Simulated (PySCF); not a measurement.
**One shape, several levels: C2H4F2O (SMILES COC(F)F)**

We compute a comparison of 6 runs (HF/STO-3G, B3LYP/6-31G*, B3LYP/cc-pVDZ, BHLYP/cc-pVDZ, PBE0/cc-pVDZ, wB97X/cc-pVDZ) of C2H4F2O. The job is set up through a Python script.

The results are computed with PySCF 2.14.0.

2 further runs of the same task are left out: 2 set aside as unsound or not needed.

## 1. The molecule

C2H4F2O: 9 atoms, total charge 0, spin state singlet. As SMILES, `COC(F)F`. The C3–F4 distance was set to 2.041 Å, away from the relaxed value. At this shape a bond of the SMILES string is far longer than usual.

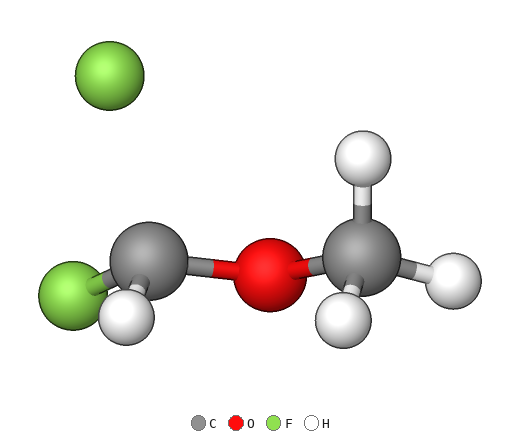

Viewed from a chosen angle; carbon grey, oxygen red, fluorine green, hydrogen white.

## 2. A single-point energy at HF/STO-3G (run 1)

The input, run.py:

```python
from pyscf import gto

mol = gto.M(
    atom='''
C   -0.448805   0.180274  -1.380581
O    0.789895   0.580374  -0.821681
C    0.715795   0.926274   0.480619
F    0.382200  -0.706300   1.658700
F    1.900495   1.435774   0.830219
H   -1.210405   0.956074  -1.241081
H   -0.274705   0.037274  -2.444581
H   -0.797505  -0.755826  -0.937881
H   -0.079005   1.653074   0.697819
''',
    verbose=4,
    max_memory=1860,
    basis='sto-3g',
)

myscf = mol.RHF()
myscf.conv_tol = 1e-10
myscf.kernel()
if not myscf.converged:
    myscf = myscf.newton().run(myscf.mo_coeff, myscf.mo_occ)

etot = myscf.e_tot
print('E = %.10f Eh' % etot)
```

Launch:

```
$ OMP_NUM_THREADS=1 python run.py
```

The log of the run:

```text
PySCF version 2.14.0

[... 69 lines left out ...]
converged SCF energy = -346.877433616802
E = -346.8774336168 Eh
```

It took 0.7 s on 1 thread of Arm Neoverse V2, shared host; peak memory 0.12 GiB.

## 3. A single-point energy at B3LYP/6-31G(d) (spherical functions) (run 2)

The input, input.py:

```python
from pyscf import gto, dft

mol = gto.M(
    atom='''
C     -0.848119     0.340668    -2.608920
O      1.492685     1.096748    -1.552752
C      1.352657     1.750404     0.908238
F      0.722253    -1.334714     3.134489
F      3.591415     2.713220     1.568887
H     -2.287334     1.806718    -2.345303
H     -0.519117     0.070438    -4.619589
H     -1.507066    -1.428304    -1.772338
H     -0.149298     3.123857     1.318687
''',
    unit='bohr',
    max_memory=1860,
    charge=0,
    spin=0,
    verbose=4,
    basis='6-31g*',
)

mf = dft.RKS(mol, xc='b3lyp')
mf.grids.level = 5
mf.conv_tol = 1e-10
mf.kernel()
if not mf.converged:
    mf = mf.newton().run(mf.mo_coeff, mf.mo_occ)

e_tot = mf.e_tot
print(f'total energy: {e_tot:.8f} hartree')
```

Launch:

```
$ OMP_NUM_THREADS=1 python input.py
```

The log of the run:

```text
PySCF version 2.14.0

[... 83 lines left out ...]
converged SCF energy = -353.416131853865
total energy: -353.41613185 hartree
```

Run time: 20 s. Hardware: 1 thread of Arm Neoverse V2, shared host; peak memory 0.4 GiB.

Runs 3 to 4 aren't shown in full; the table further down has their settings and results.

## 4. A single-point energy at PBE0/cc-pVDZ (run 5)

The input, calc.py:

```python
from pyscf import gto, dft

mol = gto.Mole()
mol.atom = '''
C       -0.448805       0.180274      -1.380581
O        0.789895       0.580374      -0.821681
C        0.715795       0.926274       0.480619
F        0.382200      -0.706300       1.658700
F        1.900495       1.435774       0.830219
H       -1.210405       0.956074      -1.241081
H       -0.274705       0.037274      -2.444581
H       -0.797505      -0.755826      -0.937881
H       -0.079005       1.653074       0.697819
'''
mol.max_memory = 1860
mol.basis = 'cc-pvdz'
mol.verbose = 4
mol.build()

myscf = dft.RKS(mol)
myscf.xc = 'pbe0'
myscf.grids.level = 5
myscf.conv_tol = 1e-10
myscf.kernel()
if not myscf.converged:
    myscf = myscf.newton().run(myscf.mo_coeff, myscf.mo_occ)

etot = myscf.e_tot
print(f'total energy: {etot:.8f} hartree')
```

Launch:

```
$ OMP_NUM_THREADS=1 python calc.py
```

The log of the run:

```text
PySCF version 2.14.0

[... 82 lines left out ...]
converged SCF energy = -353.080906868414
total energy: -353.08090687 hartree
```

It took 23 s on 1 thread of Arm Neoverse V2, shared host; peak memory 0.46 GiB.

## 5. A single-point energy at wB97X/cc-pVDZ (run 6)

The input, calc.py:

```python
from pyscf import gto, dft

mol = gto.M(
    atom='''
C   -0.448805   0.180274  -1.380581
O    0.789895   0.580374  -0.821681
C    0.715795   0.926274   0.480619
F    0.382200  -0.706300   1.658700
F    1.900495   1.435774   0.830219
H   -1.210405   0.956074  -1.241081
H   -0.274705   0.037274  -2.444581
H   -0.797505  -0.755826  -0.937881
H   -0.079005   1.653074   0.697819
''',
    verbose=3,
    charge=0,
    basis='cc-pvdz',
    max_memory=1860,
)

mf = dft.RKS(mol)
mf.xc = 'wb97x'
mf.grids.level = 5
mf.conv_tol = 1e-10
mf.kernel()
if not mf.converged:
    mf = mf.newton().run(mf.mo_coeff, mf.mo_occ)

etot = mf.e_tot
print(f'total energy: {etot:.8f} hartree')
```

Launch:

```
$ OMP_NUM_THREADS=1 python calc.py
```

The log of the run:

```text
converged SCF energy = -353.357300174544
total energy: -353.35730017 hartree
```

It took 34 s on 1 thread of Arm Neoverse V2, shared host; peak memory 0.46 GiB.

## 6. The series

```tsv
run	level	integration grid	energy (Eh)	dipole moment (D)	HOMO energy (eV)	LUMO energy (eV)	wall time
1	HF/STO-3G	–	-346.877434	2.61	-7.54	5.78	0.7 s
2	B3LYP/6-31G* (spherical functions)	5	-353.416132	4.60	-7.83	-2.11	20 s
3	B3LYP/cc-pVDZ	5	-353.445847	4.71	-7.95	-2.26	24 s
4	BHLYP/cc-pVDZ	5	-353.270077	5.08	-10.14	-0.96	23 s
5	PBE0/cc-pVDZ	5	-353.080907	4.79	-8.34	-2.02	23 s
6	wB97X/cc-pVDZ	5	-353.357300	4.89	-10.84	0.31	34 s
```

## 7. What came out

```
            quantity          value
 run 6: total energy  -353.35730 Eh
run 6: dipole moment         4.89 D
  run 6: HOMO energy      -10.84 eV
  run 6: LUMO energy        0.31 eV
run 6: HOMO–LUMO gap       11.15 eV
```

What this shows: The dipole moment (its size) runs from 2.61 D (HF/STO-3G) to 5.08 D (BHLYP/cc-pVDZ). The two ends differ in method and basis. The HOMO–LUMO gap runs from 5.70 eV (B3LYP/cc-pVDZ) to 13.33 eV (HF/STO-3G). Totals of different functionals can't be ranked against each other. In run 1 the basis is minimal, so the values are rough. All runs together took 2.1 min, the longest 34 s.
